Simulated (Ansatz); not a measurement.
H$_{3}$NSi (SMILES N=[SiH2])

Input

```
crystal:
  periodic: [false, false, false]
  atoms:
    - symbol: N
      position_ang: [0.646325, -0.384740, -1.067319]
    - symbol: Si
      position_ang: [-0.031419, -0.040994, 0.332318]
    - symbol: H
      position_ang: [0.093669, -0.697175, -1.855340]
    - symbol: H
      position_ang: [-1.466657, -0.101665, 0.728839]
    - symbol: H
      position_ang: [0.840602, 0.408874, 1.435792]
basis:
  gaussian:
    orbitals: def2-TZVPD
magnetization:
  spin_polarized: false
  initial_magnetization: 0
hamiltonian:
  xc: {name: PBE0}
output: {forces: true, orbitals: {seedname: orbitals}}
```

Launched as:

```sh
ansatz run input.yaml --threads 1 --pin off --max-ram 2610MiB --events-out events.jsonl --progress --plain --runs-dir runs
```

Geometry: PBE0-D4/def2-TZVP.

Computed with Ansatz 0.2.0, isolated molecule in a Gaussian basis; Kohn-Sham density functional theory, functional PBE0.

**What can the converged electron density and electron localisation function tell about the bonding?**

Si–N (1.59 Å): the density is about 1.4 e/Å³ at the midpoint; the ELF peaks at about 0.90 between the atoms; a short, strongly polar bond.
N–H (1.01 Å): the density is about 2.8 e/Å³ at the midpoint; the ELF climbs to about 1 towards the hydrogen, as it does in any bond to H; an ordinary covalent bond to hydrogen.
Si–H (1.48 Å): ρ at the midpoint is about 0.84 e/Å³; the ELF climbs to about 1 towards the hydrogen.

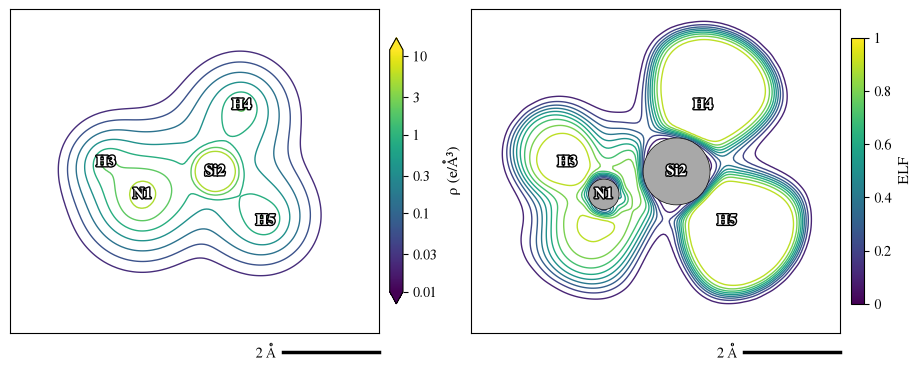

Computed electron density and electron localisation function on the molecular plane, in this order. Grey discs cover the atomic cores in the ELF map. 
